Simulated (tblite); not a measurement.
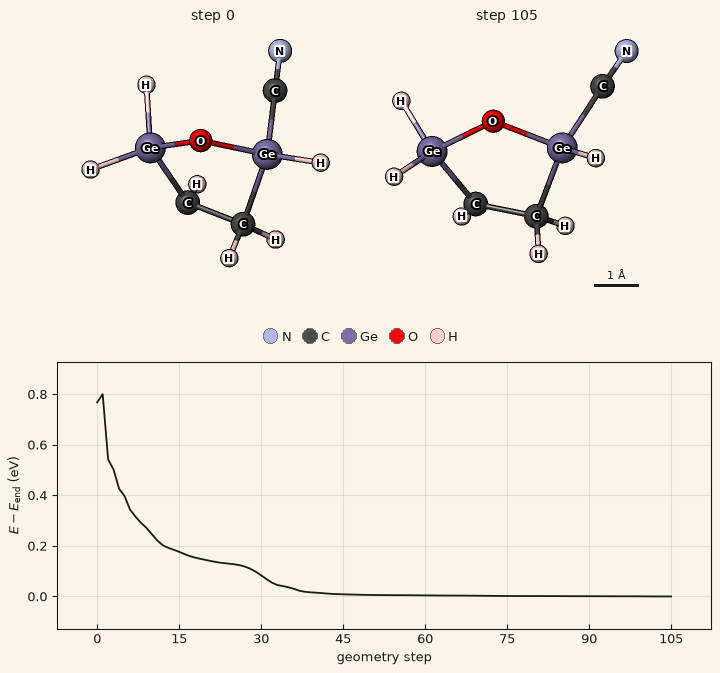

First and last geometry of a relaxation of C3H6Ge2NO (multiplicity 2), with the history of the run. A ball-and-stick model, seen face on.

Method: GFN2-xTB geometry optimisation, gas phase in tblite 0.8.0. 

Question: Read the history and describe the run.

Answer: It converged. The N atom moves most after the best rigid fit: 1.24 Å. Largest moves by element: N 1.24 Å, H 1.00 Å, C 0.79 Å, O 0.67 Å, Ge 0.29 Å. Some distances before and after: C–Ge 1.949 → 2.031 Å, Ge–H 1.570 → 1.506 Å, Ge–O 1.804 → 1.748 Å, C–Ge 1.895 → 1.937 Å. Among the angles between lasting bonds that change: Ge–O–Ge 97.7° → 115.8°, Ge–C–H 113.9° → 123.6°, C–C–H 110.7° → 118.9°. After 105 geometry steps the energy has fallen by 0.768 eV.
